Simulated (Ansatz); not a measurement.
## C10H5Cl: molecular dynamics (part 1 of 4)

System: C10H5Cl (slab, 32 atoms in the cell).
Method: DFT LDA, scalar-relativistic, plane waves, PAW, PAW set soft_1, no spin polarisation (Ansatz 0.2.0).

The input holds or restrains some coordinates. It belongs to a series of runs on one base structure; here: dynamics from the start.

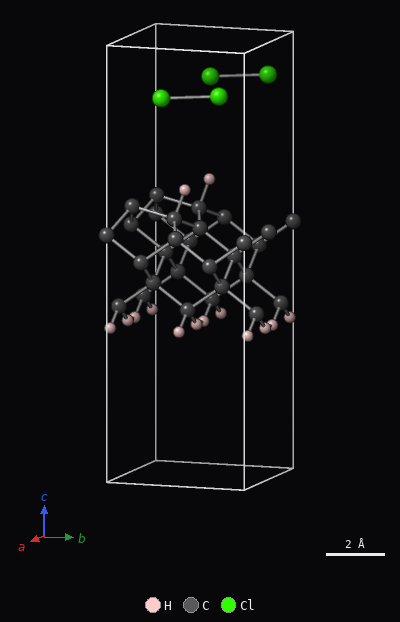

Fig. 1: The input geometry (ball-and-stick view of the cell of the calculation, with the vacuum cut short, seen slightly off an axis). An atom can appear more than once, as a periodic image.

### Key numbers

| quantity | value |
| --- | --- |
| outcome | finished |
| mean temperature over the second half | 1571 K |
| trajectory | 290 steps, 145 fs |
| ensemble | nve |
| time step | 0.5 fs |
| electrons treated | 104 |
| potential energy (free energy of the electrons) (last step) | −7082.6471 eV |
| Fermi energy (last step) | 0.603 eV |
| largest force (length of the vector) (last step), held atoms and coordinates included | 10.315 eV/Å |
| hardware | 1 thread of Arm Neoverse V2, 24 GiB of memory available, shared host |
| wall time | 22 min |
| peak memory | 0.68 GiB |

The program warns: the PAW datasets were made with another functional. The input asks for low accuracy. The k-point mesh is coarse for a cell of this size, so the results may not be converged. So short a trajectory is not equilibrated.

### Input file
```yaml
accuracy: low
crystal:
  lattice:
    - [5.048742, 0.0, 0.0]
    - [0.0, 5.048742, 0.0]
    - [0.0, 0.0, 18.835561]
  atoms:
    - { symbol: H, position: [0.4277868, 0.0, 0.0530911] }
    - { symbol: H, position: [0.0722132, 0.0, 0.0530911] }
    - { symbol: H, position: [0.9277868, 0.0, 0.0530911] }
    - { symbol: H, position: [0.5722132, 0.0, 0.0530911] }
    - { symbol: H, position: [0.4277868, 0.5, 0.0530911] }
    - { symbol: H, position: [0.0722132, 0.5, 0.0530911] }
    - { symbol: H, position: [0.9277868, 0.5, 0.0530911] }
    - { symbol: H, position: [0.5722132, 0.5, 0.0530911] }
    - { symbol: C, position: [0.25, 0.0, 0.086788] }
    - { symbol: C, position: [0.75, 0.0, 0.086788] }
    - { symbol: C, position: [0.25, 0.5, 0.086788] }
    - { symbol: C, position: [0.75, 0.5, 0.086788] }
    - { symbol: C, position: [0.25, 0.25, 0.1341717] }
    - { symbol: C, position: [0.75, 0.25, 0.1341717] }
    - { symbol: C, position: [0.25, 0.75, 0.1341717] }
    - { symbol: C, position: [0.75, 0.75, 0.1341717] }
    - { symbol: C, position: [0.0, 0.25, 0.1815555] }
    - { symbol: C, position: [0.5, 0.25, 0.1815555] }
    - { symbol: C, position: [0.0, 0.75, 0.1815555] }
    - { symbol: C, position: [0.5, 0.75, 0.1815555] }
    - { symbol: C, position: [0.0, 0.0, 0.2289393] }
    - { symbol: C, position: [0.5, 0.0, 0.2289393] }
    - { symbol: C, position: [0.0, 0.5, 0.2289393] }
    - { symbol: C, position: [0.5, 0.5, 0.2289393] }
    - { symbol: C, position: [0.25, 0.0969069, 0.2741994] }
    - { symbol: C, position: [0.75, 0.0969069, 0.2741994] }
    - { symbol: C, position: [0.25, 0.4030931, 0.2550866] }
    - { symbol: C, position: [0.75, 0.4030931, 0.2550866] }
    - { symbol: H, position: [0.25, 0.4791182, 0.3098161] }
    - { symbol: H, position: [0.75, 0.4791182, 0.3098161] }
    - { symbol: Cl, position: [0.0397309, 0.4105804, 0.4910015] }
    - { symbol: Cl, position: [-0.1106982, 0.7770454, 0.4936561] }
basis:
  ecutwfc: 420.0
kpoints:
  mp_grid: { grid: [2, 2, 1] }
hamiltonian:
  xc: lda
  pseudopotentials: { kind: paw, azcp: { folder: soft_1 } }
scf:
  occupations: { method: fermi_dirac, width: 0.05 }
  lower_state_search: "off"
md:
  timestep: 0.5
  n_steps: 290
  ensemble: nve
  initial_velocities: zero
  seed: 249809
  initial_site_velocities:
    - { site: 30, velocity: [0.0, 0.0, -0.005217] }
    - { site: 31, velocity: [0.0, 0.0, -0.005217] }
  constraints: [{ sites: [0, 1, 2, 3, 4, 5, 6, 7, 8, 9, 10, 11, 12, 13, 14, 15] }]
```

Launched with:
```bash
ansatz run input.yaml --threads 1 --pin off --max-ram 3072MiB --backend cpu --events-out ev --progress --plain --runs-dir out
```

### What the program printed
```
Warning: md: disabling space-group detection — thermal motion breaks the input geometry's symmetry, so no spatial operation reduces the k-mesh or symmetrises the density; time reversal is kept, so that k and −k are solved as one point where they differ and the mesh holds both, and exact exchange and, on two spinor components, a DFT+U term hold to it where the run has them: on two components no moment then forms, and a state that bears one, which a typed moment (crystal.atoms[].spin; refused beside efield: under a hybrid functional) reaches, can lie lower, under hf by electronvolts; crystal.symmetry.detect: false (a key that needs symmetry detection or time reversal refuses this as the deck is read) with time_reversal: false beside it drops time reversal too
Warning: [file] the record states the generating functional pbe (its physics header spells it `PBE`), which answers neither for hamiltonian.xc's functional nor for the lda family's — results may be inconsistent (PPs are generated against a specific XC)
Warning: [file] the record states the generating functional pbe (its physics header spells it `PBE`), which answers neither for hamiltonian.xc's functional nor for the lda family's — results may be inconsistent (PPs are generated against a specific XC)
Warning: [file] the record states the generating functional pbe (its physics header spells it `PBE`), which answers neither for hamiltonian.xc's functional nor for the lda family's — results may be inconsistent (PPs are generated against a specific XC)
Engine: ansatz 0.2.0, aarch64-unknown-linux-gnu
Pseudopotentials: kind: paw
Pseudopotential: H, paw, valence charge 1, recommended cutoff 420 eV (normal), [file]
Pseudopotential: C, paw, valence charge 4, recommended cutoff 420 eV (normal), [file]
Pseudopotential: Cl, paw, valence charge 7, recommended cutoff 420 eV (normal), [file]
Functional definition: SPW92
  exchange = slater_x
  correlation = pw_c
Crystal: 32 atoms, lattice volume = 480.115 Å³
Basis set: ecut = 420 eV, 9411 PW (Γ)
Bands: 84, of which v1, the nominal top of the filled ones, is band 52 counted from 1 (51 counted from 0)
Symmetry: 1 space group operations
k-points: 4
Non-local potential: H, projectors of the file, l = 0: 2, l = 1: 1
Non-local potential: C, projectors of the file, l = 0: 2, l = 1: 2, l = 2: 1
Non-local potential: Cl, projectors of the file, l = 0: 2, l = 1: 2, l = 2: 1
PAW form: soft (Blöchl's): semilocal exchange-correlation on the pseudo side does not see the compensation charge
PAW frozen core: C, regenerated for the run's functional, and the local potential with it (the file was generated under x = pbe(κ = 0.804, μ = 0.2195149727645171), c = pbe(β = 0.06672455060314922))
PAW frozen core: Cl, regenerated for the run's functional, and the local potential with it (the file was generated under x = pbe(κ = 0.804, μ = 0.2195149727645171), c = pbe(β = 0.06672455060314922))
PAW one-centre angular grid: H, 110 points (default); XC on 64 Gauss nodes
PAW one-centre angular grid: C, 110 points (default); XC on 64 Gauss nodes
PAW one-centre angular grid: Cl, 110 points (default); XC on 64 Gauss nodes
Initial wavefunctions: pseudopotential atomic-orbital guess
Functional: x = slater, c = lda
SCF iter   1: F=—  HF=-7095.337765 eV  |F-HF|=—  |Δ(HF+E_count)|=         —  Δρ=9.46e-2  dr2=8.96e1  ethr=3.10e-3  ⟨swp⟩=7.8  Hψ=1820  notcnv=0  defer=68
preconditioner: auto → LDOS  [insulator: Δε(μ)=0.251 eV  Ē_g=16.077 eV  σ=0.050 eV  W_gap=0.85  n_scr=84 (ndim 8)  ℏωp=17.3 eV  f_vac=0.486  D(μ)=3.95/eV (n_scr^D=6)  ε∞_Penn≈2.2  β→1.0]
SCF iter   2: F=—  HF=-7102.358989 eV  |F-HF|=—  |Δ(HF+E_count)|=    7.02e0  Δρ=8.79e-2  dr2=1.83e2  ethr=3.10e-3  ⟨swp⟩=7.2  Hψ=904  notcnv=0  defer=94
SCF iter   3: F=—  HF=-7080.551781 eV  |F-HF|=—  |Δ(HF+E_count)|=    2.18e1  Δρ=2.32e-2  dr2=4.70e0  ethr=3.10e-3  ⟨swp⟩=4.5  Hψ=834  notcnv=0  defer=92
SCF iter   4: F=—  HF=-7079.886752 eV  |F-HF|=—  |Δ(HF+E_count)|=   6.65e-1  Δρ=7.87e-3  dr2=3.79e-1  ethr=3.10e-3  ⟨swp⟩=2.8  Hψ=556  notcnv=0  defer=101
SCF iter   5: F=—  HF=-7079.834544 eV  |F-HF|=—  |Δ(HF+E_count)|=   5.22e-2  Δρ=3.07e-3  dr2=7.05e-2  ethr=3.64e-4  ⟨swp⟩=2.8  Hψ=584  notcnv=0  defer=97
SCF iter   6: F=—  HF=-7079.825003 eV  |F-HF|=—  |Δ(HF+E_count)|=   9.54e-3  Δρ=1.75e-3  dr2=3.24e-2  ethr=6.78e-5  ⟨swp⟩=2.0  Hψ=418  notcnv=0  defer=97
SCF iter   7: F=—  HF=-7079.821889 eV  |F-HF|=—  |Δ(HF+E_count)|=   3.11e-3  Δρ=1.18e-3  dr2=1.06e-2  ethr=3.11e-5  ⟨swp⟩=3.5  Hψ=380  notcnv=0  defer=97
SCF iter   8: F=—  HF=-7079.820727 eV  |F-HF|=—  |Δ(HF+E_count)|=   1.16e-3  Δρ=6.20e-4  dr2=2.97e-3  ethr=1.02e-5  ⟨swp⟩=2.5  Hψ=391  notcnv=0  defer=97
SCF iter   9: F=—  HF=-7079.820240 eV  |F-HF|=—  |Δ(HF+E_count)|=   4.87e-4  Δρ=2.94e-4  dr2=1.15e-3  ethr=2.85e-6  ⟨swp⟩=2.5  Hψ=427  notcnv=0  defer=97
SCF iter  10: F=—  HF=-7079.820198 eV  |F-HF|=—  |Δ(HF+E_count)|=   4.20e-5  Δρ=1.94e-4  dr2=3.16e-4  ethr=1.11e-6  ⟨swp⟩=2.0  Hψ=335  notcnv=0  defer=97
SCF iter  11: F=—  HF=-7079.820188 eV  |F-HF|=—  |Δ(HF+E_count)|=   9.96e-6  Δρ=1.05e-4  dr2=8.66e-5  ethr=3.04e-7  ⟨swp⟩=2.0  Hψ=298  notcnv=0  defer=97
SCF iter  12: F=—  HF=-7079.820184 eV  |F-HF|=—  |Δ(HF+E_count)|=   3.61e-6  Δρ=6.04e-5  dr2=3.18e-5  ethr=8.33e-8  ⟨swp⟩=2.0  Hψ=347  notcnv=0  defer=97
SCF iter  13: F=—  HF=-7079.820107 eV  |F-HF|=—  |Δ(HF+E_count)|=   7.66e-5  Δρ=3.72e-5  dr2=1.02e-5  ethr=3.06e-8  ⟨swp⟩=2.0  Hψ=392  notcnv=0  defer=97
SCF iter  14: F=—  HF=-7079.820107 eV  |F-HF|=—  |Δ(HF+E_count)|=   1.41e-7  Δρ=2.12e-5  dr2=2.86e-6  ethr=9.76e-9  ⟨swp⟩=2.2  Hψ=432  notcnv=0  defer=97
SCF iter  15: F=—  HF=-7079.820107 eV  |F-HF|=—  |Δ(HF+E_count)|=   2.45e-7  Δρ=9.49e-6  dr2=6.08e-7  ethr=2.75e-9  ⟨swp⟩=2.2  Hψ=429  notcnv=0  defer=97
SCF iter  16: F=—  HF=-7079.820107 eV  |F-HF|=—  |Δ(HF+E_count)|=   7.39e-8  Δρ=5.11e-6  dr2=1.70e-7  ethr=5.84e-10  ⟨swp⟩=2.0  Hψ=407  notcnv=0  defer=97
SCF iter  17: F=—  HF=-7079.820107 eV  |F-HF|=—  |Δ(HF+E_count)|=   6.32e-8  Δρ=2.46e-6  dr2=4.28e-8  ethr=1.63e-10  ⟨swp⟩=2.2  Hψ=369  notcnv=0  defer=97
SCF iter  18: F=-7079.820107 eV  HF=-7079.820107 eV  |F-HF|=2.32e-9  |Δ(HF+E_count)|=   4.36e-9  Δρ=1.06e-6  dr2=6.53e-9  ethr=3.08e-11  ⟨swp⟩=4.8  Hψ=985  notcnv=0
SCF 1 converged in 18 iterations: F = -7079.820107 eV  dr2 = 6.53e-9
  greatest PAW one-centre occupation: 0.903 electrons in one spin orbital (limit 2), on the Cl atom at site 31 (counted from 0), in its partial waves of l = 0
md step     0: t =     0.00 fs  T =    48.4 K  F+E_penalty+E_count = -7079.82010737 eV  E_kin = 0.099999 eV  conserved = -7079.72010815 eV  (18 SCF iters)
Initial density: handed on by an earlier stage of this run
Initial wavefunctions: those handed on with the density
iter 1 solved again at ethr=4.68e-7 eV; its pass at ethr=3.10e-3 eV (dr2=4.87e-4 eV) is discarded
SCF iter   1: F=—  HF=-7079.867581 eV  |F-HF|=—  |Δ(HF+E_count)|=         —  Δρ=1.95e-4  dr2=3.63e-4  ethr=4.68e-7  ⟨swp⟩=7.5  Hψ=1841  notcnv=0  defer=3
preconditioner: auto → LDOS  [metal: Δε(μ)=0.072 eV  Ē_g=14.835 eV  σ=0.050 eV  W_gap=0.34  n_scr=84 (ndim 8)  ℏωp=17.3 eV  f_vac=0.515  D(μ)=15.18/eV (n_scr^D=102)  β→1.0]
SCF iter   2: F=—  HF=-7079.867562 eV  |F-HF|=—  |Δ(HF+E_count)|=   1.91e-5  Δρ=8.07e-5  dr2=7.42e-5  ethr=3.49e-7  ⟨swp⟩=2.0  Hψ=429  notcnv=0  defer=3
SCF iter   3: F=—  HF=-7079.867554 eV  |F-HF|=—  |Δ(HF+E_count)|=   8.53e-6  Δρ=5.53e-5  dr2=3.22e-5  ethr=7.14e-8  ⟨swp⟩=2.5  Hψ=472  notcnv=0  defer=3
SCF iter   4: F=—  HF=-7079.867540 eV  |F-HF|=—  |Δ(HF+E_count)|=   1.34e-5  Δρ=2.12e-5  dr2=4.70e-6  ethr=3.09e-8  ⟨swp⟩=2.5  Hψ=435  notcnv=0  defer=3
SCF iter   5: F=—  HF=-7079.867476 eV  |F-HF|=—  |Δ(HF+E_count)|=   6.42e-5  Δρ=1.31e-5  dr2=1.51e-6  ethr=4.52e-9  ⟨swp⟩=2.0  Hψ=405  notcnv=0  defer=3
[...]
md step     1: t =     0.50 fs  T =    71.2 K  F+E_penalty+E_count = -7079.86747605 eV  E_kin = 0.147257 eV  conserved = -7079.72021874 eV  (8 SCF iters)
[... from here on the SCF iterations and repeated set-up lines of each step are left out, up to the last step ...]
md step     2: t =     1.00 fs  T =   138.6 K  F+E_penalty+E_count = -7080.00725207 eV  E_kin = 0.286707 eV  conserved = -7079.72054474 eV  (9 SCF iters)
md step     3: t =     1.50 fs  T =   248.1 K  F+E_penalty+E_count = -7080.23424613 eV  E_kin = 0.513177 eV  conserved = -7079.72106892 eV  (10 SCF iters)
md step     4: t =     2.00 fs  T =   395.7 K  F+E_penalty+E_count = -7080.54012802 eV  E_kin = 0.818362 eV  conserved = -7079.72176644 eV  (11 SCF iters)
md step     5: t =     2.50 fs  T =   576.0 K  F+E_penalty+E_count = -7080.91383441 eV  E_kin = 1.191225 eV  conserved = -7079.72260965 eV  (4 SCF iters)
md step     6: t =     3.00 fs  T =   782.6 K  F+E_penalty+E_count = -7081.34202774 eV  E_kin = 1.618457 eV  conserved = -7079.72357094 eV  (4 SCF iters)
md step     7: t =     3.50 fs  T =  1008.1 K  F+E_penalty+E_count = -7081.80955213 eV  E_kin = 2.084928 eV  conserved = -7079.72462423 eV  (4 SCF iters)
md step     8: t =     4.00 fs  T =  1244.6 K  F+E_penalty+E_count = -7082.29986727 eV  E_kin = 2.574124 eV  conserved = -7079.72574315 eV  (4 SCF iters)
md step     9: t =     4.50 fs  T =  1483.7 K  F+E_penalty+E_count = -7082.79547690 eV  E_kin = 3.068579 eV  conserved = -7079.72689777 eV  (3 SCF iters)
md step    10: t =     5.00 fs  T =  1716.7 K  F+E_penalty+E_count = -7083.27839004 eV  E_kin = 3.550337 eV  conserved = -7079.72805325 eV  (11 SCF iters)
md step    11: t =     5.50 fs  T =  1934.8 K  F+E_penalty+E_count = -7083.73065387 eV  E_kin = 4.001486 eV  conserved = -7079.72916794 eV  (4 SCF iters)
md step    12: t =     6.00 fs  T =  2129.8 K  F+E_penalty+E_count = -7084.13498276 eV  E_kin = 4.404790 eV  conserved = -7079.73019285 eV  (4 SCF iters)
md step    13: t =     6.50 fs  T =  2294.0 K  F+E_penalty+E_count = -7084.47549026 eV  E_kin = 4.744415 eV  conserved = -7079.73107495 eV  (5 SCF iters)
md step    14: t =     7.00 fs  T =  2420.9 K  F+E_penalty+E_count = -7084.73850908 eV  E_kin = 5.006751 eV  conserved = -7079.73175796 eV  (5 SCF iters)
md step    15: t =     7.50 fs  T =  2505.3 K  F+E_penalty+E_count = -7084.91346446 eV  E_kin = 5.181280 eV  conserved = -7079.73218446 eV  (3 SCF iters)
md step    16: t =     8.00 fs  T =  2544.0 K  F+E_penalty+E_count = -7084.99373948 eV  E_kin = 5.261433 eV  conserved = -7079.73230627 eV  (4 SCF iters)
md step    17: t =     8.50 fs  T =  2536.2 K  F+E_penalty+E_count = -7084.97740861 eV  E_kin = 5.245311 eV  conserved = -7079.73209752 eV  (6 SCF iters)
md step    18: t =     9.00 fs  T =  2483.4 K  F+E_penalty+E_count = -7084.86764564 eV  E_kin = 5.136080 eV  conserved = -7079.73156536 eV  (5 SCF iters)
md step    19: t =     9.50 fs  T =  2389.5 K  F+E_penalty+E_count = -7084.67261816 eV  E_kin = 4.941862 eV  conserved = -7079.73075620 eV  (4 SCF iters)
md step    20: t =    10.00 fs  T =  2260.5 K  F+E_penalty+E_count = -7084.40476891 eV  E_kin = 4.675017 eV  conserved = -7079.72975200 eV  (12 SCF iters)
md step    21: t =    10.50 fs  T =  2103.7 K  F+E_penalty+E_count = -7084.07953903 eV  E_kin = 4.350883 eV  conserved = -7079.72865588 eV  (5 SCF iters)
md step    22: t =    11.00 fs  T =  1927.4 K  F+E_penalty+E_count = -7083.71379298 eV  E_kin = 3.986227 eV  conserved = -7079.72756597 eV  (4 SCF iters)
md step    23: t =    11.50 fs  T =  1739.6 K  F+E_penalty+E_count = -7083.32435220 eV  E_kin = 3.597805 eV  conserved = -7079.72654736 eV  (4 SCF iters)
md step    24: t =    12.00 fs  T =  1547.9 K  F+E_penalty+E_count = -7082.92700853 eV  E_kin = 3.201386 eV  conserved = -7079.72562238 eV  (4 SCF iters)
md step    25: t =    12.50 fs  T =  1359.4 K  F+E_penalty+E_count = -7082.53615228 eV  E_kin = 2.811368 eV  conserved = -7079.72478394 eV  (5 SCF iters)
md step    26: t =    13.00 fs  T =  1180.2 K  F+E_penalty+E_count = -7082.16486112 eV  E_kin = 2.440844 eV  conserved = -7079.72401677 eV  (4 SCF iters)
md step    27: t =    13.50 fs  T =  1016.3 K  F+E_penalty+E_count = -7081.82512935 eV  E_kin = 2.101814 eV  conserved = -7079.72331515 eV  (4 SCF iters)
md step    28: t =    14.00 fs  T =   872.9 K  F+E_penalty+E_count = -7081.52794956 eV  E_kin = 1.805259 eV  conserved = -7079.72269069 eV  (4 SCF iters)
md step    29: t =    14.50 fs  T =   754.8 K  F+E_penalty+E_count = -7081.28312335 eV  E_kin = 1.560954 eV  conserved = -7079.72216958 eV  (4 SCF iters)
md step    30: t =    15.00 fs  T =   665.8 K  F+E_penalty+E_count = -7081.09884622 eV  E_kin = 1.377062 eV  conserved = -7079.72178422 eV  (12 SCF iters)
md step    31: t =    15.50 fs  T =   609.1 K  F+E_penalty+E_count = -7080.98119923 eV  E_kin = 1.259637 eV  conserved = -7079.72156244 eV  (4 SCF iters)
md step    32: t =    16.00 fs  T =   586.1 K  F+E_penalty+E_count = -7080.93368494 eV  E_kin = 1.212162 eV  conserved = -7079.72152341 eV  (4 SCF iters)
md step    33: t =    16.50 fs  T =   597.3 K  F+E_penalty+E_count = -7080.95690125 eV  E_kin = 1.235225 eV  conserved = -7079.72167590 eV  (3 SCF iters)
md step    34: t =    17.00 fs  T =   641.3 K  F+E_penalty+E_count = -7081.04839959 eV  E_kin = 1.326383 eV  conserved = -7079.72201669 eV  (5 SCF iters)
```
